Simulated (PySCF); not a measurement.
# HfCl4: other functionals and bases at one geometry

Aim: see how levels, charges and forces of HfCl4 depend on the level of theory. The species was built from a template and needn't be a known compound.

The runs use PySCF 2.14.0; several levels, as the steps say, no spin–orbit coupling.

1 further run of the same task is left out (for a known fault of the program).

### 1 The starting structure

5 atoms, charge 0, spin multiplicity 1.

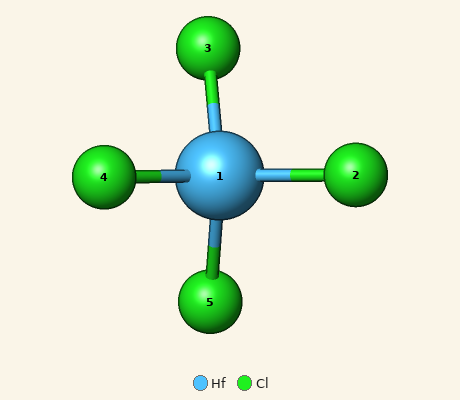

The structure; hafnium blue, chlorine green; atoms are numbered from 1 in the order of the file.

As a file:

```xyz
5
charge 0, multiplicity 1
Hf    0.0000    0.0000    0.0000
Cl    1.3439    1.3439    1.3439
Cl   -1.3439   -1.3439    1.3439
Cl    1.3439   -1.3439   -1.3439
Cl   -1.3439    1.3439   -1.3439
```

Formal oxidation states: Hf +4. An earlier session relaxed this geometry at PBE0, Hf def2-SVP with ECP60, Cl def2-SVP (singlet, point group Td).

At PBE0 on the finer grid: E = -1887.952138 Eh, HOMO -9.74 eV, LUMO -2.23 eV, Mulliken charge on Hf1 +0.88 e, largest force component 0.000 eV/Å. 

Levels to run: BLYP; wB97X; PBE0, TZVP. Hardware: 2 threads of Arm Neoverse V1, shared host.

### 2 BLYP

The input, run.py (the lines that set the calculation):

```python
mol = gto.M(atom='''
Hf     0.00000     0.00000     0.00000
Cl     1.34391     1.34391     1.34391
Cl    -1.34391    -1.34391     1.34391
Cl     1.34391    -1.34391    -1.34391
Cl    -1.34391     1.34391    -1.34391''',
    basis={'Hf': 'def2-SVP', 'Cl': 'def2-SVP'},
    ecp={'Hf': 'def2-SVP'},
    charge=0, spin=0)
mf = dft.RKS(mol, xc='BLYP')
mf.grids.atom_grid = (75, 302)
mf = mf.density_fit()  # fitting sets: Hf def2-universal-JKFIT, Cl def2-universal-JKFIT
mf.conv_tol = 1e-08; mf.max_cycle = 55
mf.kernel(dm0)  # dm0: the density of the relaxed state
```

On the command line:

```sh
OMP_NUM_THREADS=2 python run.py
```

The program printed:

```text
init E= -1888.52474926613
  HOMO = -0.297400122232334  LUMO = -0.113522846355543  gap/eV = 5.00356
cycle= 1 E= -1888.5257446095  delta_E= -0.000995  |g|= 0.125  |ddm|= 0.351
  HOMO = -0.29352224426903  LUMO = -0.0682859394056752  gap/eV = 6.12899
cycle= 2 E= -1888.49748471581  delta_E= 0.0283  |g|= 0.318  |ddm|= 0.51
  HOMO = -0.293118861611483  LUMO = -0.0979101175524329  gap/eV = 5.31190
cycle= 3 E= -1888.53057489851  delta_E= -0.0331  |g|= 0.0168  |ddm|= 0.374
  HOMO = -0.295041811744158  LUMO = -0.100204838060373  gap/eV = 5.30178
cycle= 4 E= -1888.5306417447  delta_E= -6.68e-05  |g|= 0.00322  |ddm|= 0.0238
  HOMO = -0.294866128699679  LUMO = -0.0999295336887036  gap/eV = 5.30449
cycle= 5 E= -1888.53064465227  delta_E= -2.91e-06  |g|= 0.000896  |ddm|= 0.00309
  HOMO = -0.294908393819244  LUMO = -0.0998900983603052  gap/eV = 5.30672
cycle= 6 E= -1888.53064488452  delta_E= -2.32e-07  |g|= 4.11e-05  |ddm|= 0.000953
  HOMO = -0.294904950800719  LUMO = -0.0998839029667585  gap/eV = 5.30679
cycle= 7 E= -1888.53064488504  delta_E= -5.2e-10  |g|= 2.18e-06  |ddm|= 4.66e-05
  HOMO = -0.294905025220808  LUMO = -0.0998832395235108  gap/eV = 5.30681
Extra cycle  E= -1888.53064488502  delta_E= 1.96e-11  |g|= 6.56e-06  |ddm|= 9.63e-06
converged SCF energy = -1888.53064488502
```

Wall time 6.6 s (2 threads of Arm Neoverse V1, shared host).

It gives: E = -1888.530645 Eh, HOMO -8.02 eV, LUMO -2.72 eV, Mulliken charge on Hf1 +0.66 e, largest force component 0.295 eV/Å. 

### 3 wB97X

Changes to run.py (the lines that set the calculation) since step 2:

```diff
@@ -9,3 +9,3 @@
     charge=0, spin=0)
-mf = dft.RKS(mol, xc='BLYP')
+mf = dft.RKS(mol, xc='WB97X')
 mf.grids.atom_grid = (75, 302)
```

On the command line:

```sh
OMP_NUM_THREADS=2 python run.py
```

The program printed:

```text
init E= -1888.57466791354
  HOMO = -0.445715070902687  LUMO = 0.00585718642700608  gap/eV = 12.28791
cycle= 1 E= -1888.57741085251  delta_E= -0.00274  |g|= 0.0541  |ddm|= 0.176
  HOMO = -0.44408430790453  LUMO = -0.0129439399998284  gap/eV = 11.73193
cycle= 2 E= -1888.57738962992  delta_E= 2.12e-05  |g|= 0.0531  |ddm|= 0.129
  HOMO = -0.445047753402751  LUMO = -0.00297439108278783  gap/eV = 12.02943
cycle= 3 E= -1888.57820716164  delta_E= -0.000818  |g|= 0.00498  |ddm|= 0.0642
  HOMO = -0.4454828467638  LUMO = -0.00405625191318776  gap/eV = 12.01183
cycle= 4 E= -1888.57821554419  delta_E= -8.38e-06  |g|= 0.0008  |ddm|= 0.00874
  HOMO = -0.445347177351187  LUMO = -0.0039352624611945  gap/eV = 12.01143
cycle= 5 E= -1888.57821579045  delta_E= -2.46e-07  |g|= 0.00015  |ddm|= 0.00128
  HOMO = -0.44535439780831  LUMO = -0.00394224893897581  gap/eV = 12.01144
cycle= 6 E= -1888.57821581778  delta_E= -2.73e-08  |g|= 2.64e-05  |ddm|= 0.000568
  HOMO = -0.445354451275383  LUMO = -0.00393529996075925  gap/eV = 12.01163
cycle= 7 E= -1888.57821581862  delta_E= -8.4e-10  |g|= 4.65e-06  |ddm|= 8.63e-05
  HOMO = -0.445354718812071  LUMO = -0.0039359012780467  gap/eV = 12.01162
Extra cycle  E= -1888.57821581865  delta_E= -3.32e-11  |g|= 1.85e-06  |ddm|= 1.32e-05
converged SCF energy = -1888.57821581865
```

Wall time 9.1 s (2 threads of Arm Neoverse V1, shared host).

Result: E = -1888.578216 Eh, HOMO -12.12 eV, LUMO -0.11 eV, Mulliken charge on Hf1 +0.92 e, largest force component 0.001 eV/Å. 

### 4 PBE0, TZVP

Basis: Hf def2-TZVP with ECP60, Cl def2-TZVP. 

The input, run.py (the lines that set the calculation):

```python
mol = gto.M(atom='''
Hf     0.00000     0.00000     0.00000
Cl     1.34391     1.34391     1.34391
Cl    -1.34391    -1.34391     1.34391
Cl     1.34391    -1.34391    -1.34391
Cl    -1.34391     1.34391    -1.34391''',
    basis={'Hf': 'def2-TZVP', 'Cl': 'def2-TZVP'},
    ecp={'Hf': 'def2-TZVP'},
    charge=0, spin=0)
mf = dft.RKS(mol, xc='PBE0')
mf.grids.atom_grid = (75, 302)
mf = mf.density_fit()  # fitting sets: Hf def2-universal-JKFIT, Cl def2-universal-JKFIT
mf.conv_tol = 1e-08; mf.max_cycle = 55
mf.kernel(dm0)  # dm0: free metal ions and neutral atoms
```

On the command line:

```sh
OMP_NUM_THREADS=2 python run.py
```

The program printed:

```text
init E= -1918.93936622494
  HOMO = -0.298362399026108  LUMO = -0.135749213199695  gap/eV = 4.42493
cycle= 1 E= -1887.65693387551  delta_E= 31.3  |g|= 2.98  |ddm|= 2.64
  HOMO = -0.427683135902232  LUMO = 0.0262262084259683  gap/eV = 12.35150
cycle= 2 E= -1887.11574039416  delta_E= 0.541  |g|= 2.56  |ddm|= 3.23
  HOMO = -0.359489365877177  LUMO = -0.155481863780158  gap/eV = 5.55133
cycle= 3 E= -1888.34933898841  delta_E= -1.23  |g|= 0.954  |ddm|= 2.45
  HOMO = -0.345948515851362  LUMO = -0.0546846852461024  gap/eV = 7.92569
cycle= 4 E= -1888.58417959136  delta_E= -0.235  |g|= 0.16  |ddm|= 0.791
  HOMO = -0.359829230875323  LUMO = -0.0891105432044124  gap/eV = 7.36663
cycle= 5 E= -1888.59185688984  delta_E= -0.00768  |g|= 0.0315  |ddm|= 0.216
  HOMO = -0.357709026044652  LUMO = -0.0813555295011119  gap/eV = 7.51996
cycle= 6 E= -1888.59214876696  delta_E= -0.000292  |g|= 0.00412  |ddm|= 0.0347
  HOMO = -0.35714546496935  LUMO = -0.0810730745338556  gap/eV = 7.51231
cycle= 7 E= -1888.59215211436  delta_E= -3.35e-06  |g|= 0.00162  |ddm|= 0.00447
  HOMO = -0.357298525621903  LUMO = -0.0812559949855162  gap/eV = 7.51150
cycle= 8 E= -1888.59215277316  delta_E= -6.59e-07  |g|= 0.000333  |ddm|= 0.00124
  HOMO = -0.357296074285557  LUMO = -0.0812822219780582  gap/eV = 7.51072
cycle= 9 E= -1888.59215280539  delta_E= -3.22e-08  |g|= 1.06e-05  |ddm|= 0.000291
  HOMO = -0.357296760658122  LUMO = -0.0812830242692744  gap/eV = 7.51072
cycle= 10 E= -1888.59215280546  delta_E= -6.87e-11  |g|= 2.59e-06  |ddm|= 2.29e-05
  HOMO = -0.357296660778021  LUMO = -0.0812820604918387  gap/eV = 7.51074
Extra cycle  E= -1888.59215280546  delta_E= 7.28e-12  |g|= 5.17e-06  |ddm|= 6.44e-06
converged SCF energy = -1888.59215280546
```

Wall time 19 s (2 threads of Arm Neoverse V1, shared host).

Result: E = -1888.592153 Eh, HOMO -9.72 eV, LUMO -2.21 eV, Mulliken charge on Hf1 +1.22 e, largest force component 0.091 eV/Å. 

### 5 Results

| level | state | HOMO (eV) | gap (eV) | charge on Hf1 (e) | dipole (D) | largest force (eV/Å) | basis functions | time |
| --- | --- | --- | --- | --- | --- | --- | --- | --- |
| PBE0 (relaxed here) | singlet | -9.74 | 7.51 | 0.88 | 0.00 | 0.00 | 104 | 12 s |
| BLYP | singlet | -8.02 | 5.31 | 0.66 | 0.00 | 0.30 | 104 | 6.6 s |
| wB97X | singlet | -12.12 | 12.01 | 0.92 | 0.00 | 0.00 | 104 | 9.1 s |
| PBE0, TZVP | singlet | -9.72 | 7.51 | 1.22 | 0.00 | 0.09 | 188 | 19 s |

Times are on 2 threads of Arm Neoverse V1, shared host; the first row also made further properties.

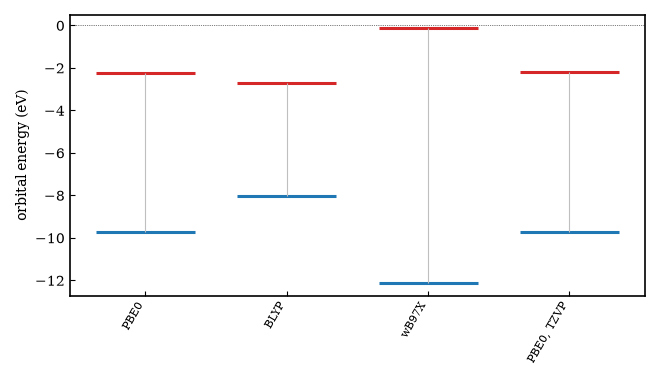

Highest filled and lowest empty level, method by method.

In one basis the HOMO–LUMO gap runs from 5.31 eV (BLYP) to 12.01 eV (wB97X). The largest leftover force, 0.30 eV/Å with BLYP, stands at a geometry relaxed at another level. The Mulliken charge on Hf spans +0.66 to +1.22 e over the levels. Total energies of different levels can't be compared. Spin–orbit coupling is left out throughout.
